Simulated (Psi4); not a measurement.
**NCO (nco radical): levels of theory compared**

Wanted: a comparison of 5 runs (U-revSCAN/6-31G**, UCAM-B3LYP/DZP, UBLYP/cc-pVTZ, UMP2.5/6-31+G*) of NCO (nco radical). 

The calculation is run with Psi4 1.11.

9 further runs of the same task are left out: 3 that didn't finish, 6 set aside as unsound or not needed.

**1. The molecule**

The species is NCO (3 atoms), meant as a doublet with charge 0. SMILES: `[N]=C=O`. Geometry: relaxed at PBE0-D4/def2-TZVP.

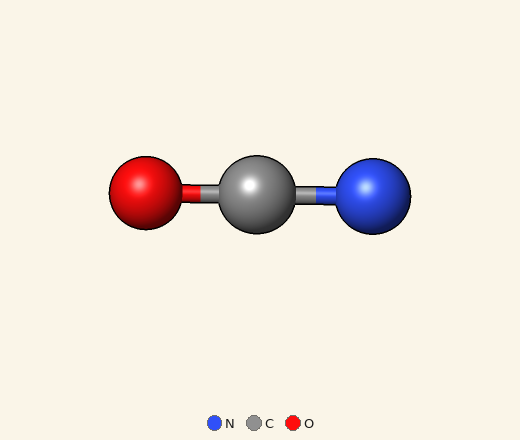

Viewed from a chosen angle; nitrogen blue, carbon grey, oxygen red.

**2. The energy at U-revSCAN/6-31G(d,p) (Cartesian functions) (run 1)**

Input file cno.py:

```python
import psi4

psi4.set_memory('1600 MB')
psi4.set_num_threads(1)
psi4.set_output_file('output.dat', False)

geom = psi4.geometry("""
0 2
N      0.968200     0.423100     0.579200
C     -0.013800    -0.006000    -0.008300
O     -0.954400    -0.417100    -0.571000
no_reorient
no_com
""")

psi4.set_options({
    'basis': '6-31G**',
    'reference': 'uks',
    'scf_type': 'pk',
})

result = psi4.energy('revscan')
print(f'revscan energy: {result:.10f} Eh')
for k, v in sorted(psi4.core.scalar_variables().items()):
    print(f'{k:45s} {v:18.10f}')
```

The run is started by

```console
$ python cno.py
```

output.dat:

```text
[...]
  Running in c1 symmetry.
[...]
  Nuclear repulsion =   52.268880456139925
[...]
  Multiplicity = 2
[...]
  Nalpha       = 11
  Nbeta        = 10
[...]
    Number of basis functions: 45
[...]
   @UKS iter   1:  -167.84663680010451   -3.56163e-01   9.36926e-03 ADIIS/DIIS
[...]
   @UKS iter  10:  -167.92650373303826   -2.14547e-08   5.35113e-07 DIIS
[...]
   @S^2 Observed:                7.673098351E-01
[...]
    Orbital Energies [Eh]
    ---------------------
    Alpha Occupied:
       1A    -19.099156     2A    -14.242576     3A    -10.193644
       4A     -1.141952     5A     -0.944109     6A     -0.533051
       7A     -0.489677     8A     -0.463840     9A     -0.403007
      10A     -0.349052    11A     -0.302959
    Alpha Virtual:
      12A      0.003157    13A      0.026448    14A      0.106557
      15A      0.399919    16A      0.508633    17A      0.518315
      18A      0.598993    19A      0.626143    20A      0.734717
      21A      0.764008    22A      0.764708    23A      0.973586
      24A      0.993391    25A      1.012270    26A      1.296132
[...]
  @UKS Final Energy:  -167.92650373303826
   => Energetics <=
    Nuclear Repulsion Energy =             52.2688804561399252
    One-Electron Energy =                -331.1959443829350107
    Two-Electron Energy =                 131.7295127185664967
    DFT Exchange-Correlation Energy =     -20.7289525248096638
    Empirical Dispersion Energy =           0.0000000000000000
    VV10 Nonlocal Energy =                  0.0000000000000000
    Total Energy =                       -167.9265037330382597
[...]
 Multipole Moments:
 ------------------------------------------------------------------------------------
     Multipole            Electronic (a.u.)      Nuclear  (a.u.)        Total (a.u.)
 ------------------------------------------------------------------------------------
 L = 1.  Multiply by 2.5417464519 to convert [e a0] to [Debye]
 Dipole X            :          1.5168418           -1.7774764           -0.2606346
 Dipole Y            :          0.6630171           -0.7768664           -0.1138493
 Dipole Z            :          0.9087285           -1.0646717           -0.1559432
 Magnitude           :                                                    0.3243615
[...]
```

Standard output:

```text
revscan energy: -167.9265037330 Eh
CURRENT ENERGY                                   -167.9265037330
CURRENT REFERENCE ENERGY                         -167.9265037330
DD SOLVATION ENERGY                                 0.0000000000
DFT FUNCTIONAL TOTAL ENERGY                      -167.9265037330
DFT TOTAL ENERGY                                 -167.9265037330
DFT VV10 ENERGY                                     0.0000000000
DFT XC ENERGY                                     -20.7289525248
GRID ELECTRONS ALPHA                               11.0000000275
GRID ELECTRONS BETA                                10.0000001372
GRID ELECTRONS TOTAL                               21.0000001648
NUCLEAR REPULSION ENERGY                           52.2688804561
ONE-ELECTRON ENERGY                              -331.1959443829
PCM POLARIZATION ENERGY                             0.0000000000
PE ENERGY                                           0.0000000000
SCF ITERATION ENERGY                             -167.9265037330
SCF ITERATIONS                                     10.0000000000
SCF TOTAL ENERGY                                 -167.9265037330
TWO-ELECTRON ENERGY                               131.7295127186
XC GRID RADIAL POINTS                              75.0000000000
XC GRID SPHERICAL POINTS                          302.0000000000
XC GRID TOTAL POINTS                            63614.0000000000
```

It took 4.8 s on 1 thread of Intel Xeon Platinum 8488C (Sapphire Rapids), shared host; peak memory 0.41 GiB.

**3. A single-point energy at U-revSCAN/6-31G(d,p) (DKH3, Cartesian functions) (run 2)**

Input file calc.dat:

```
memory 1600 mb

molecule {
  0 2
  N      0.968200     0.423100     0.579200
  C     -0.013800    -0.006000    -0.008300
  O     -0.954400    -0.417100    -0.571000
  no_reorient
  no_com
}

set {
  basis 6-31G**
  reference uks
  scf_type pk
  relativistic dkh
  dkh_order 3
}

energy('revscan')
```

The run is started by

```console
$ psi4 -n 1 calc.dat calc.out
```

calc.out:

```text
[...]
  Running in c1 symmetry.
[...]
  Nuclear repulsion =   52.268880456139925
[...]
  Multiplicity = 2
[...]
  Nalpha       = 11
  Nbeta        = 10
[...]
    Number of basis functions: 45
[...]
   @UKS iter   1:  -167.93576322631986   -3.57811e-01   9.42023e-03 ADIIS/DIIS
[...]
   @UKS iter  10:  -168.01626714443981   -2.15572e-08   5.34683e-07 DIIS
[...]
   @S^2 Observed:                7.673280721E-01
[...]
    Orbital Energies [Eh]
    ---------------------
    Alpha Occupied:
       1A    -19.114520     2A    -14.251854     3A    -10.198341
       4A     -1.143253     5A     -0.944772     6A     -0.533558
       7A     -0.489467     8A     -0.463627     9A     -0.403302
      10A     -0.348889    11A     -0.302787
    Alpha Virtual:
      12A      0.003260    13A      0.026535    14A      0.106146
      15A      0.399223    16A      0.508603    17A      0.518291
      18A      0.598897    19A      0.626024    20A      0.734495
      21A      0.763788    22A      0.764533    23A      0.973137
      24A      0.992954    25A      1.011724    26A      1.295542
[...]
  @UKS Final Energy:  -168.01626714443981
   => Energetics <=
    Nuclear Repulsion Energy =             52.2688804561399252
    One-Electron Energy =                -331.3076944126519265
    Two-Electron Energy =                 131.7586909493303153
    DFT Exchange-Correlation Energy =     -20.7361441372581226
    Empirical Dispersion Energy =           0.0000000000000000
    VV10 Nonlocal Energy =                  0.0000000000000000
    Total Energy =                       -168.0162671444398086
[...]
 Multipole Moments:
 ------------------------------------------------------------------------------------
     Multipole            Electronic (a.u.)      Nuclear  (a.u.)        Total (a.u.)
 ------------------------------------------------------------------------------------
 L = 1.  Multiply by 2.5417464519 to convert [e a0] to [Debye]
 Dipole X            :          1.5168103           -1.7774764           -0.2606661
 Dipole Y            :          0.6630031           -0.7768664           -0.1138633
 Dipole Z            :          0.9087097           -1.0646717           -0.1559620
 Magnitude           :                                                    0.3244007
[...]
```

Wall time 5.1 s (1 thread of Intel Xeon Platinum 8488C (Sapphire Rapids), shared host); peak memory 0.41 GiB.

**4. A single-point energy at UCAM-B3LYP/DZP (ZORA, density fitting, Cartesian functions) (run 3)**

Input file cno.sdf:

```

     RDKit          3D

  3  2  0  0  0  0  0  0  0  0999 V2000
    0.9682    0.4231    0.5792 N   0  0  0  0  0  1  0  0  0  0  0  0
   -0.0138   -0.0060   -0.0083 C   0  0  0  0  0  2  0  0  0  0  0  0
   -0.9544   -0.4171   -0.5710 O   0  0  0  0  0  1  0  0  0  0  0  0
  2  1  1  0
  3  2  1  0
M  RAD  3   1   3   2   3   3   2
M  END
$$$$
```

Input file job.py:

```python
import psi4
from rdkit import Chem

psi4.set_memory('1600 MB')
psi4.set_num_threads(1)
psi4.set_output_file('cno.out', False)

rd = Chem.SDMolSupplier('cno.sdf', removeHs=False, sanitize=False)[0]
xyz = rd.GetConformer().GetPositions()
atoms = '\n'.join(f'{a.GetSymbol()} {x:.4f} {y:.4f} {z:.4f}' for a, (x, y, z) in zip(rd.GetAtoms(), xyz))
geom = psi4.geometry('0 2\n' + atoms + '')

psi4.set_options({
    'basis': 'DZP',
    'reference': 'uks',
    'scf_type': 'mem_df',
    'relativistic': 'zora',
})

E, wfn = psi4.energy("CAM-B3LYP", molecule=geom, return_wfn=True)
print(f'total energy {E:.8f} hartree = {E * 27.211386:.5f} eV')
for k, v in sorted(psi4.core.scalar_variables().items()):
    print(f'{k:45s} {v:18.10f}')
```

The run is started by

```console
$ python job.py
```

cno.out:

```text
[...]
  Running in c1 symmetry.
[...]
  Nuclear repulsion =   52.268880456139911
[...]
  Multiplicity = 2
[...]
  Nalpha       = 11
  Nbeta        = 10
[...]
    Number of basis functions: 48
[...]
   @DF-UKS iter   1:  -168.03216051536486   -5.86645e-01   8.77989e-03 ADIIS/DIIS
[...]
   @DF-UKS iter  10:  -168.10853139184758   -3.20302e-08   5.56447e-07 DIIS
[...]
   @S^2 Observed:                7.665012726E-01
[...]
    Orbital Energies [Eh]
    ---------------------
    Alpha Occupied:
       1A    -19.365784     2A    -14.505673     3A    -10.448121
       4A     -1.254049     5A     -1.054619     6A     -0.643696
       7A     -0.599384     8A     -0.576686     9A     -0.511758
      10A     -0.437362    11A     -0.398357
    Alpha Virtual:
      12A      0.070076    13A      0.090858    14A      0.140455
      15A      0.268941    16A      0.302010    17A      0.308872
      18A      0.470133    19A      0.546956    20A      0.566997
      21A      0.588115    22A      0.612348    23A      0.792077
      24A      0.807078    25A      1.006468    26A      1.122027
[...]
  @DF-UKS Final Energy:  -168.10853139184758
   => Energetics <=
    Nuclear Repulsion Energy =             52.2688804561399110
    One-Electron Energy =                -331.2895512675768828
    Two-Electron Energy =                 126.2114070078462191
    DFT Exchange-Correlation Energy =     -15.2992675882568410
    Empirical Dispersion Energy =           0.0000000000000000
    VV10 Nonlocal Energy =                  0.0000000000000000
    Total Energy =                       -168.1085313918475777
[...]
 Multipole Moments:
 ------------------------------------------------------------------------------------
     Multipole            Electronic (a.u.)      Nuclear  (a.u.)        Total (a.u.)
 ------------------------------------------------------------------------------------
 L = 1.  Multiply by 2.5417464519 to convert [e a0] to [Debye]
 Dipole X            :          0.0000226           -0.0000003            0.0000222
 Dipole Y            :         -0.0000234            0.0000002           -0.0000233
 Dipole Z            :         -0.2867417           -0.0091017           -0.2958434
 Magnitude           :                                                    0.2958434
[...]
```

Standard output:

```text
total energy -168.10853139 hartree = -4574.46614 eV
CURRENT ENERGY                                   -168.1085313918
CURRENT REFERENCE ENERGY                         -168.1085313918
DD SOLVATION ENERGY                                 0.0000000000
DFT FUNCTIONAL TOTAL ENERGY                      -168.1085313918
DFT TOTAL ENERGY                                 -168.1085313918
DFT VV10 ENERGY                                     0.0000000000
DFT XC ENERGY                                     -15.2992675883
GRID ELECTRONS ALPHA                               11.0000004925
GRID ELECTRONS BETA                                10.0000003274
GRID ELECTRONS TOTAL                               21.0000008199
NUCLEAR REPULSION ENERGY                           52.2688804561
ONE-ELECTRON ENERGY                              -331.2895512676
PCM POLARIZATION ENERGY                             0.0000000000
PE ENERGY                                           0.0000000000
SCF ITERATION ENERGY                             -168.1085313918
SCF ITERATIONS                                     10.0000000000
SCF TOTAL ENERGY                                 -168.1085313918
TWO-ELECTRON ENERGY                               126.2114070078
XC GRID RADIAL POINTS                              75.0000000000
XC GRID SPHERICAL POINTS                          302.0000000000
XC GRID TOTAL POINTS                            64881.0000000000
```

Run time: 6.6 s. Hardware: 1 thread of Intel Xeon Platinum 8488C (Sapphire Rapids), shared host; peak memory 0.42 GiB.

Run 4 isn't shown in full; the table further down has it.

**5. A single-point energy at UMP2.5/6-31+G(d) (DKH3, Cholesky decomposition, Cartesian functions) (run 5)**

Input file calc.inp:

```
memory 1.6 GB

molecule mol {
  0 2
  N      0.968200     0.423100     0.579200
  C     -0.013800    -0.006000    -0.008300
  O     -0.954400    -0.417100    -0.571000
  units angstrom
}

set globals {
  basis 6-31+G*
  reference uhf
  scf_type cd
  mp_type conv
  relativistic dkh
  dkh_order 3
}

e_tot, wfn = energy("mp2.5", return_wfn=True)
```

The run is started by

```console
$ psi4 -n 1 calc.inp calc.out
```

calc.out:

```text
[...]
  Running in c1 symmetry.
[...]
  Nuclear repulsion =   52.268880456139911
[...]
  Multiplicity = 2
[...]
  Nalpha       = 11
  Nbeta        = 10
[...]
    Number of basis functions: 57
[...]
   @UHF iter   1:  -167.15783887926182   -9.85879e-01   6.19171e-03 ADIIS/DIIS
[...]
   @UHF iter  18:  -167.22246758135432   -2.55795e-12   9.71219e-09 DIIS
[...]
   @S^2 Observed:                8.418247807E-01
[...]
    Orbital Energies [Eh]
    ---------------------
    Alpha Occupied:
       1A    -20.732367     2A    -15.672689     3A    -11.426766
       4A     -1.548919     5A     -1.302336     6A     -0.809229
       7A     -0.733360     8A     -0.701201     9A     -0.647768
      10A     -0.554605    11A     -0.497128
    Alpha Virtual:
      12A      0.057022    13A      0.094721    14A      0.098484
      15A      0.099393    16A      0.192988    17A      0.203738
      18A      0.210090    19A      0.232434    20A      0.245429
      21A      0.262234    22A      0.305029    23A      0.329693
      24A      0.337597    25A      0.370262    26A      0.509345
[...]
  @UHF Final Energy:  -167.22246758135432
   => Energetics <=
    Nuclear Repulsion Energy =             52.2688804561399110
    One-Electron Energy =                -330.7161515243917620
    Two-Electron Energy =                 111.2248034868975139
    Total Energy =                       -167.2224675813543229
  UHF NO Occupations:
  HONO-2 :    9  A 1.9950719
  HONO-1 :   10  A 1.9608934
[...]
 Multipole Moments:
 ------------------------------------------------------------------------------------
     Multipole            Electronic (a.u.)      Nuclear  (a.u.)        Total (a.u.)
 ------------------------------------------------------------------------------------
 L = 1.  Multiply by 2.5417464519 to convert [e a0] to [Debye]
 Dipole X            :          0.0000423           -0.0000003            0.0000420
 Dipole Y            :         -0.0000231            0.0000002           -0.0000229
 Dipole Z            :         -0.3001852           -0.0091017           -0.3092869
 Magnitude           :                                                    0.3092869
[...]
	SCS-MP2 Total Energy (a.u.)        :  -167.63741899631060
	SOS-MP2 Total Energy (a.u.)        :  -167.62907290659570
	SCSN-MP2 Total Energy (a.u.)       :  -167.43167925176235
[...]
	SOS-PI-MP2 Total Energy (a.u.)     :  -167.66035023930658
[...]
	MP2 Total Energy (a.u.)            :  -167.65411117574038
[...]
```

Run time: 3.9 s. Hardware: 1 thread of Intel Xeon Platinum 8488C (Sapphire Rapids), shared host; peak memory 0.29 GiB.

**6. The series**

```csv
run,level,integrals,integral approximation,energy (Eh),dipole moment (D),HOMO energy (eV),LUMO energy (eV),wall time
1,U-revSCAN/6-31G** (Cartesian functions),pk,none,-167.926504,0.82,-7.74,-6.60,4.8 s
2,"U-revSCAN/6-31G** (DKH3, Cartesian functions)",pk,none,-168.016267,0.82,-7.74,-6.59,5.1 s
3,"UCAM-B3LYP/DZP (ZORA, density fitting, Cartesian functions)",mem_df,program's default,-168.108531,0.75,-10.38,-4.57,6.6 s
4,UBLYP/cc-pVTZ,pk,none,-168.049783,0.81,-7.45,-7.04,11 s
5,"UMP2.5/6-31+G* (DKH3, Cholesky decomposition, Cartesian functions)",cd,Cholesky,-167.656331,–,-12.31,-0.66,3.9 s
```

**7. Results**

```
                                                         quantity          value
                                              run 5: total energy  -167.65633 Eh
run 5: HOMO energy (Hartree–Fock orbitals) (highest over α and β)      -12.31 eV
 run 5: LUMO energy (Hartree–Fock orbitals) (lowest over α and β)       -0.66 eV
                                        run 5: correlation energy     -433.9 mEh
                         run 5: ⟨S²⟩ of the reference determinant          0.842
```

What this shows: Over runs 1, 2, 3, 4 the dipole moment (its size) runs from 0.75 D (UCAM-B3LYP/DZP) to 0.82 D (U-revSCAN/6-31G**). The two ends differ in method and basis and Hamiltonian. Totals of different functionals can't be ranked against each other. All runs together took 31 s, the longest 11 s.
